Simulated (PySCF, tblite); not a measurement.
**C3H8BSi radical: geometry, infrared bands and EPR parameters**

What infrared bands and EPR parameters should C3H8BSi radical (`[BH]C1C[SiH2]C1`) show?

Computed with tblite 0.8.0 and PySCF 2.14.0, with density-fitted response routines of our own, on a single molecule in the gas phase. Atoms are numbered from 0 throughout.

## 1. The starting structure

13 atoms, charge 0, multiplicity 2; geometry from: force field or distance geometry start.

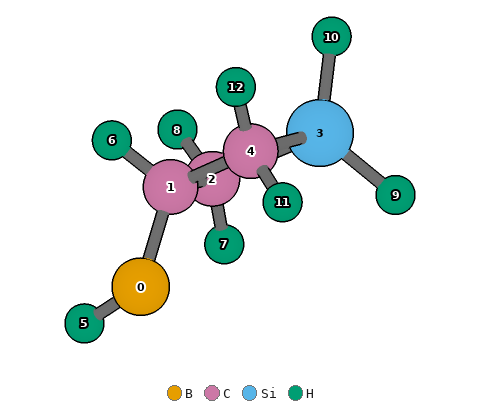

As it starts; boron amber, carbon pink, silicon blue, hydrogen teal, atoms numbered.

## 2. Relaxing the molecule with GFN2-xTB

What the job is given:

```
{"job": {"kind": "relax", "xc": "GFN2-xTB", "basis": "xTB"}, "charge": 0, "multiplicity": 2}
B      1.723000     0.790100    -1.093400
C      0.880500     0.129300     0.092500
C      0.004200    -1.045300    -0.347700
Si    -1.561300    -0.211700     0.239100
C     -0.237500     1.022500     0.649100
H      2.540300     0.170800    -1.659400
H      1.571100    -0.187800     0.915600
H     -0.027300    -1.196500    -1.447000
H      0.211600    -1.977600     0.214700
H     -2.442100     0.209300    -0.846700
H     -2.121100    -0.860500     1.446700
H     -0.392400     1.963400     0.072900
H     -0.153500     1.194600     1.746000
```

On the command line:

```bash
OMP_NUM_THREADS=1 python probes_run.py task.json out
```

The driver reads the jobs from task.json and runs them one after another.

Log:

```text
step      E/eV     max force
  0    -362.08103    1.719
  1    -362.21987    0.804
  2    -362.27023    0.548
  3    -362.33451    0.861
  4    -362.37359    0.641
  5    -362.39423    0.355
  6    -362.40385    0.227
  7    -362.41096    0.313
  8    -362.41588    0.268
  9    -362.42083    0.203
 10    -362.42570    0.257
 11    -362.43023    0.210
 12    -362.43359    0.168
 13    -362.43558    0.092
 14    -362.43673    0.089
 15    -362.43766    0.081
 16    -362.43859    0.080
 17    -362.43945    0.064
 18    -362.44011    0.065
 19    -362.44054    0.045
 20    -362.44083    0.038
 21    -362.44113    0.044
 22    -362.44151    0.061
 23    -362.44193    0.065
 24    -362.44230    0.053
 25    -362.44259    0.044
 26    -362.44287    0.044
 27    -362.44320    0.059
 28    -362.44358    0.060
 29    -362.44392    0.049
 30    -362.44421    0.050
 31    -362.44452    0.052
 32    -362.44487    0.057
 33    -362.44518    0.052
 34    -362.44536    0.029
 35    -362.44545    0.025
 36    -362.44553    0.025
 37    -362.44564    0.042
 38    -362.44577    0.048
 39    -362.44590    0.039
 40    -362.44601    0.033
 41    -362.44609    0.027
 42    -362.44615    0.020
 43    -362.44621    0.020
 44    -362.44627    0.020
 45    -362.44634    0.023
 46    -362.44646    0.035
 47    -362.44664    0.040
 48    -362.44686    0.037
 49    -362.44706    0.036
 50    -362.44725    0.032
 51    -362.44746    0.045
 52    -362.44771    0.057
 53    -362.44797    0.047
 54    -362.44815    0.032
 55    -362.44824    0.028
 56    -362.44831    0.026
 57    -362.44840    0.030
 58    -362.44857    0.034
 59    -362.44881    0.044
 60    -362.44911    0.050
 61    -362.44942    0.050
 62    -362.44978    0.050
 63    -362.45023    0.051
 64    -362.45080    0.058
 65    -362.45134    0.058
 66    -362.45167    0.062
 67    -362.45192    0.050
 68    -362.45214    0.042
 69    -362.45252    0.037
 70    -362.45282    0.031
 71    -362.45318    0.038
 72    -362.45338    0.030
 73    -362.45351    0.027
 74    -362.45363    0.029
 75    -362.45382    0.033
 76    -362.45406    0.043
 77    -362.45424    0.036
 78    -362.45432    0.021
 79    -362.45436    0.015
 80    -362.45438    0.013
 81    -362.45443    0.012
 82    -362.45446    0.012
 83    -362.45448    0.014
 84    -362.45450    0.013
 85    -362.45452    0.010
 86    -362.45453    0.007
```

Wall time 0.36 s (1 thread of Arm Neoverse V2, shared host).

Along the way: (not every step is listed)

```csv
step,energy from step 0 (eV),largest force (eV/Å)
0,0.0000,1.7188
1,-0.1388,0.8040
2,-0.1892,0.5480
3,-0.2535,0.8615
4,-0.2926,0.6413
5,-0.3132,0.3548
6,-0.3228,0.2270
7,-0.3299,0.3126
8,-0.3349,0.2683
15,-0.3566,0.0807
22,-0.3605,0.0614
29,-0.3629,0.0486
36,-0.3645,0.0249
43,-0.3652,0.0197
50,-0.3662,0.0316
57,-0.3674,0.0301
64,-0.3698,0.0577
71,-0.3721,0.0378
78,-0.3733,0.0206
81,-0.3734,0.0123
82,-0.3734,0.0124
83,-0.3734,0.0136
84,-0.3735,0.0127
85,-0.3735,0.0099
86,-0.3735,0.0071
```

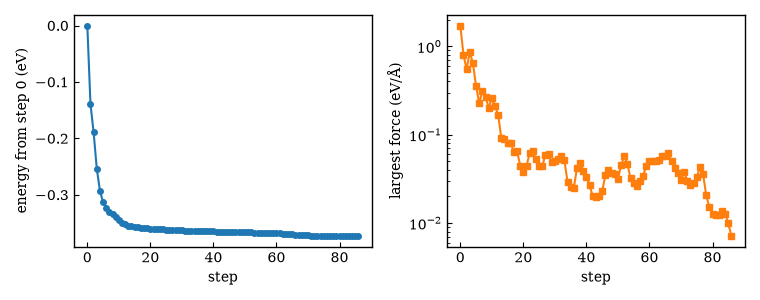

Energy and force, step by step.

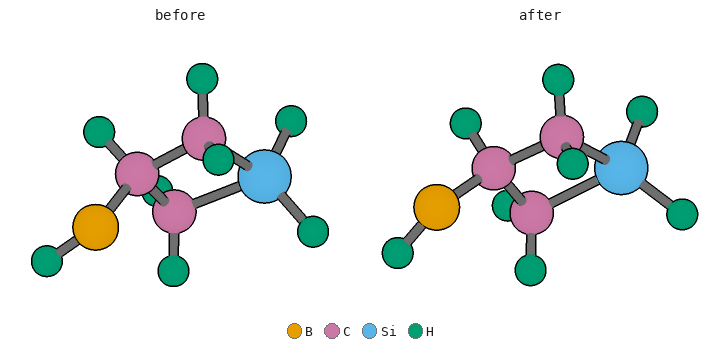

Before and after, at one scale.

Close pairs (by a distance rule), those that changed most:

```csv
bond,before (Å),after (Å),change (Å)
B0–C1,1.598,1.536,-0.062
Si3–C4,1.856,1.908,+0.052
C1–C2,1.530,1.569,+0.038
C2–Si3,1.868,1.906,+0.038
C1–C4,1.535,1.561,+0.025
C4–H12,1.113,1.088,-0.025
C4–H11,1.114,1.089,-0.025
C1–H6,1.120,1.098,-0.022
```

The final coordinates are the input of the step that follows.

## 3. Vibrational analysis with GFN2-xTB

What the job is given:

```
{"job": {"kind": "ir", "xc": "GFN2-xTB", "basis": "xTB"}, "charge": 0, "multiplicity": 2}
B      1.990119     0.662725    -0.790785
C      0.866215     0.135100     0.113837
C     -0.023323    -1.020970    -0.462989
Si    -1.582998    -0.258505     0.324170
C     -0.268447     1.100175     0.579952
H      2.624163     0.088045    -1.579656
H      1.362391    -0.248253     1.015674
H     -0.029865    -1.017076    -1.552123
H      0.295047    -2.012348    -0.146983
H     -2.710337     0.043724    -0.557478
H     -2.037352    -0.922910     1.548025
H     -0.370093     1.952357    -0.091000
H     -0.119909     1.498423     1.581630
```

Log:

```text
mode    cm-1     km/mol
  1      76.6      0.20
  2     205.5      1.11
  3     275.4      1.75
  4     373.1     16.89
  5     429.6     15.78
  6     456.3      0.73
  7     489.6     33.55
  8     608.3    146.66
  9     671.8     15.33
 10     710.1     80.61
 11     727.2     50.72
 12     763.9     50.05
 13     778.1    239.23
 14     806.4     40.51
 15     860.5     34.69
 16     979.0     22.73
 17    1000.1     23.27
 18    1009.9      1.02
 19    1093.4      2.95
 20    1169.4     11.04
 21    1179.6      4.97
 22    1207.0      0.68
 23    1241.3      2.42
 24    1478.7      1.05
 25    1482.4      0.15
 26    2244.1    417.62
 27    2260.7    278.62
 28    2677.0    200.58
 29    2882.9     20.52
 30    2985.8      0.97
 31    2989.7    101.09
 32    3002.2     55.92
 33    3005.5     11.42
```

Run time: 0.25 s. Hardware: 1 thread of Arm Neoverse V2, shared host.

Which atoms move in the most intense modes:

```csv
cm⁻¹,km/mol,atoms
608,146.7,"H9 43 %, H10 41 %"
710,80.6,"H5 19 %, H8 12 %, H12 12 %, C4 11 %"
778,239.2,"H9 30 %, H10 22 %, Si3 14 %"
2244,417.6,H10 91 %
2261,278.6,H9 91 %
2677,200.6,H5 91 %
2990,101.1,"H7 39 %, H11 30 %, H8 16 %"
3002,55.9,"H8 51 %, H7 25 %, H12 15 %"
```

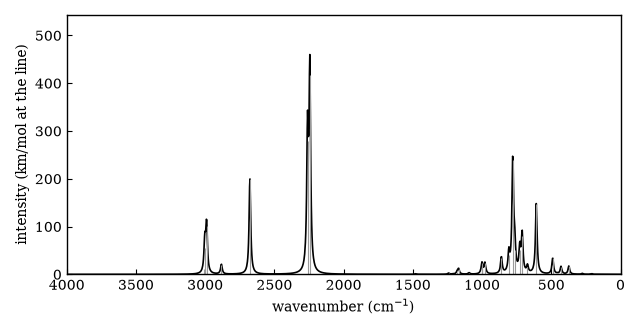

The infrared spectrum from these modes, unscaled. Lines are broadened to a width of 14 cm⁻¹ (Lorentzian).

## 4. g tensor and hyperfine couplings: B3LYP/pcH-1

Settings changed since step 3:

```diff
@@ -1,2 +1,2 @@
-{"job": {"kind": "ir", "xc": "GFN2-xTB", "basis": "xTB"}, "charge": 0, "multiplicity": 2}
+{"job": {"kind": "epr", "basis": "pcH-1"}, "charge": 0, "multiplicity": 2}
 B      1.990119     0.662725    -0.790785
```

With the program's defaults for keys left out, this is: UKS B3LYP, pcH-1 on B C H Si, non-relativistic, mean-field spin-orbit, GIAO.

Log:

```text
UKS, coarse grid
  cycle   1  E = -433.32261523  |g| = 3.43e-01
  cycle   2  E = -433.25608812  |g| = 4.86e-01
  cycle   3  E = -433.38204462  |g| = 4.52e-02
  cycle   4  E = -433.38307589  |g| = 1.33e-02
  cycle   5  E = -433.38316018  |g| = 4.32e-03
  cycle   6  E = -433.38317174  |g| = 1.25e-03
  cycle   7  E = -433.38317286  |g| = 6.93e-04
UKS, final grid
  cycle   1  E = -433.38318381  |g| = 8.81e-04
  cycle   2  E = -433.38318348  |g| = 1.21e-03
  cycle   3  E = -433.38318421  |g| = 6.71e-05
  cycle   4  E = -433.38318422  |g| = 1.50e-05
E = -433.38318422 Eh   <S^2> = 0.7515 (exact 0.7500)
g shifts (ppm)      1          2          3
  rmc           -96        -96        -96
  gc             23         16         -6
  oz_so       -1064        -29        448
  total       -1137       -109        346
hyperfine (MHz)  atom isotope    a_iso     a_fc   dipolar eigenvalues
    0   11B     323.14     323.22    -43.35    -42.69     86.04
    1   13C      21.85      21.86     -4.41     -3.31      7.72
    2   13C      36.59      36.60     -4.07     -3.43      7.49
    3  29Si      -1.31      -1.34     -4.42      2.04      2.39
    4   13C      34.91      34.92     -1.96     -1.79      3.75
    5    1H      59.80      59.81    -19.58     -1.29     20.87
    6    1H      -4.49      -4.49     -5.02     -3.56      8.57
    7    1H       1.48       1.48     -3.69     -1.44      5.13
    8    1H      -1.87      -1.87     -2.88     -1.33      4.21
    9    1H      -0.55      -0.55     -0.76     -0.46      1.23
   10    1H      -1.38      -1.38     -0.81     -0.41      1.22
   11    1H      -1.51      -1.51     -4.29     -2.00      6.29
   12    1H      -1.41      -1.41     -2.57     -1.84      4.41
```

Wall time 29 s (1 thread of Arm Neoverse V2, shared host); peak memory 0.83 GiB.

Principal g values 2.00118, 2.00221, 2.00266; g(iso) = 2.00202, against 2.00232 for a free electron.

Hyperfine couplings; where a row names several nuclei, a(iso) is their mean (it holds for fast rotation or exchange) and the dipolar term the largest among them:

```csv
nuclei,isotope,a(iso) (MHz),"a(iso) (G, at g = 2.0023)",largest dipolar term (MHz)
B0,11B,323.1,115.3,86.0
H5,1H,59.8,21.3,20.9
"C2, C4",13C,35.7,12.8,7.5
C1,13C,21.9,7.8,7.7
H6,1H,-4.5,-1.6,8.6
"H8, H12",1H,-1.6,-0.6,4.4
H10,1H,-1.4,-0.5,1.2
Si3,29Si,-1.3,-0.5,-4.4
H9,1H,-0.5,-0.2,1.2
"H7, H11",1H,0.0,0.0,6.3
```

Mulliken spin populations:

B0 0.96; C1 -0.04; C2 0.03; Si3 0.02; C4 0.01; H5 0.01; H6 0.00; H7 0.00; H8 0.00; H9 0.00; H10 0.00; H11 0.00; H12 0.00

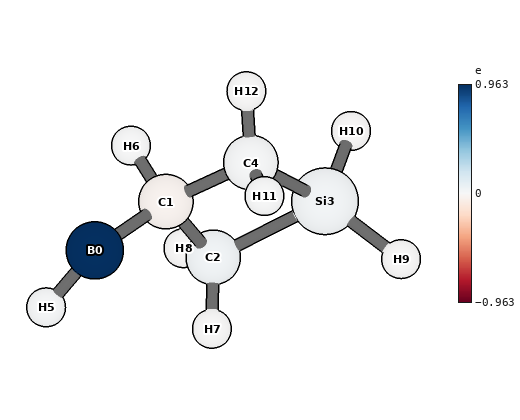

Mulliken spin populations, as colours on the atoms.

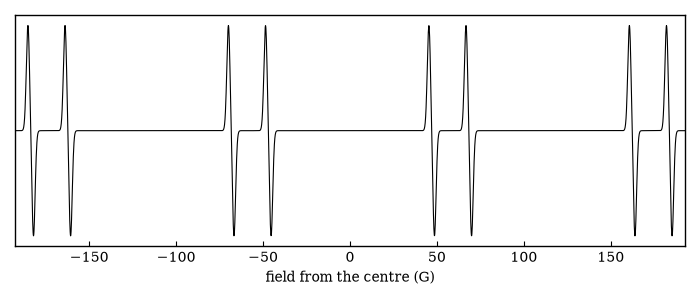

First-order isotropic spectrum (first derivative, main isotopes with spin only, couplings over 0.8 MHz, Gaussian width 0.9 G; couplings of the frozen geometry, rotation of groups not averaged beyond the rows shown).

The fields below are evaluated on a grid from the run's orbitals.

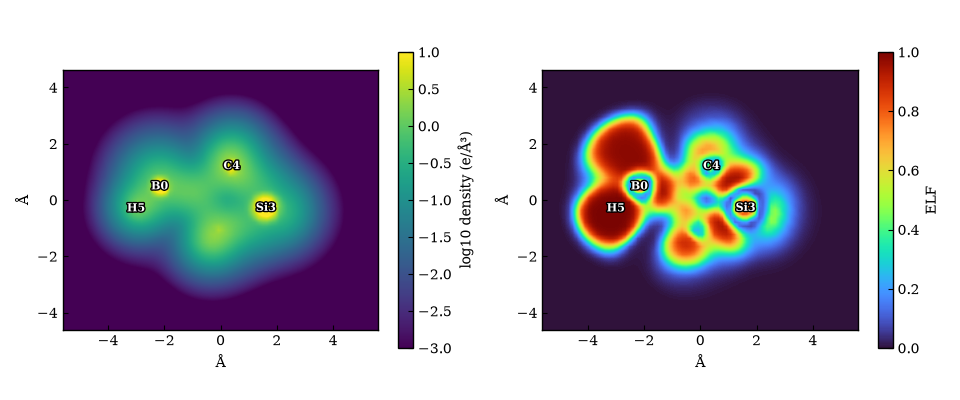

Density (left) and ELF (right) in a plane through or near 4 of the atoms.

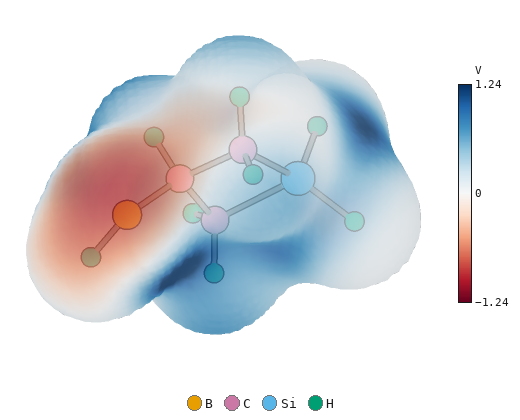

The potential that a unit positive charge feels on the 0.002 e/bohr³ surface, from -0.82 to 1.24 V.

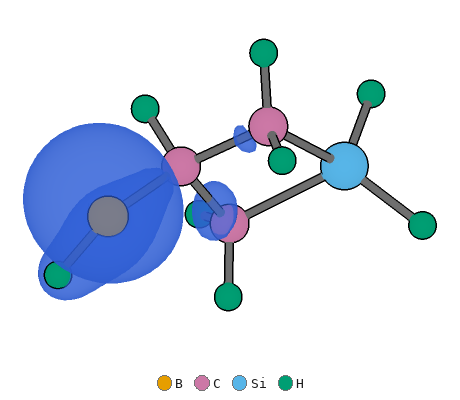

Spin density at ±0.03 e/Å³ (alpha excess blue, beta excess red).

## 5. What came out

| quantity | value |
| --- | --- |
| strongest single infrared mode (GFN2-xTB) | 2244 cm⁻¹, 418 km/mol |
| zero-point energy (GFN2-xTB) | 60.2 kcal/mol |
| g(iso) (B3LYP) | 2.00202 |
| ⟨S²⟩ | 0.751 (exact 0.75) |
| largest a(iso) (averaged by class) | 11B on B0, 323.1 MHz |
| surface potential, least and greatest | -0.82 V and 1.24 V |

In words: Over 86 steps the energy fell by 0.373 eV; of the close pairs, B0–C1 changed most, 1.598 to 1.536 Å. No mode is imaginary among the 33: a minimum at this level. The strongest single mode, at 2244 cm⁻¹, moves mainly H10. Unscaled tight-binding wavenumbers are off by several per cent, some by more. Its intensities can rank the bands wrongly. Most of the unpaired spin sits on B0 (0.96 e). The isotropic g lies 0.3 ppt below the free-electron value.
